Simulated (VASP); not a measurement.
Band structure of Re (hcp). Computed with PBE GGA with D4 dispersion, VASP's PBE PAW potentials (set 64) (plane waves; VASP 6.6.1).

Unless said otherwise, spin-orbit coupling is left out, though it shifts the bands of the heavy elements here.

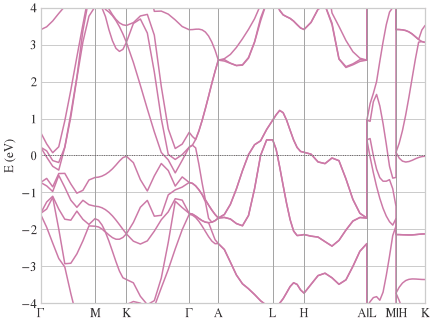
*Bands along high-symmetry lines, zero at the valence-band maximum or, without a gap, the Fermi level*

Read the plot: is there a gap, and where are the band edges?

It has no gap at this level: it comes out as a metal or semimetal. (Edges off the drawn lines would not show.)

The compound is Re in the hcp structure. It was relaxed first.
